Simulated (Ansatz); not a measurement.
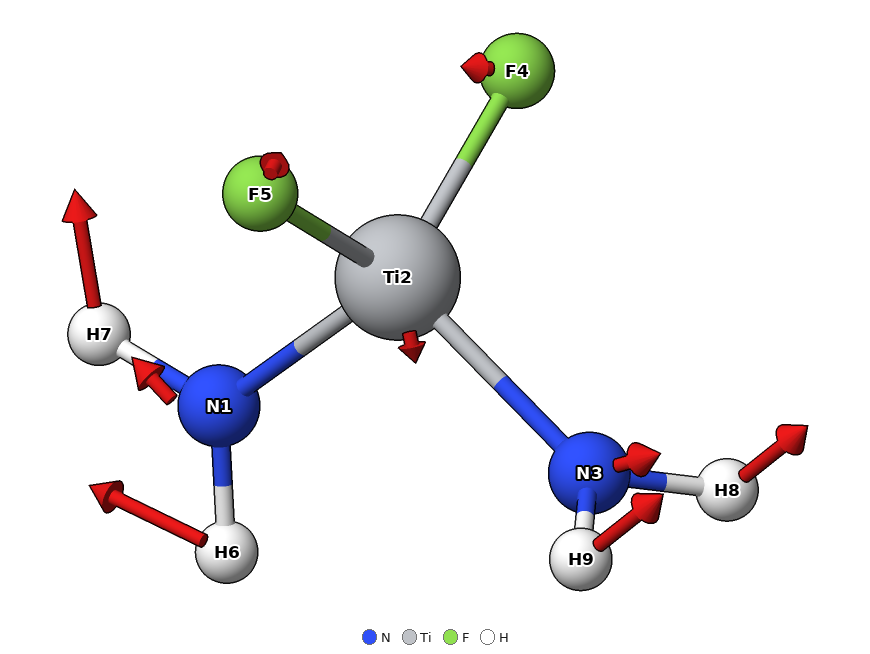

The arrows show one normal mode. Charge 0, singlet. Harmonic vibrations computed with RKS PBE0-D4/def2-TZVP (Ansatz 0.2.0) at a stationary point of the same level.

Question: Estimate its harmonic wavenumber.

Answer: 204 cm⁻¹; it is mode 4 of 21 counted from the lowest.
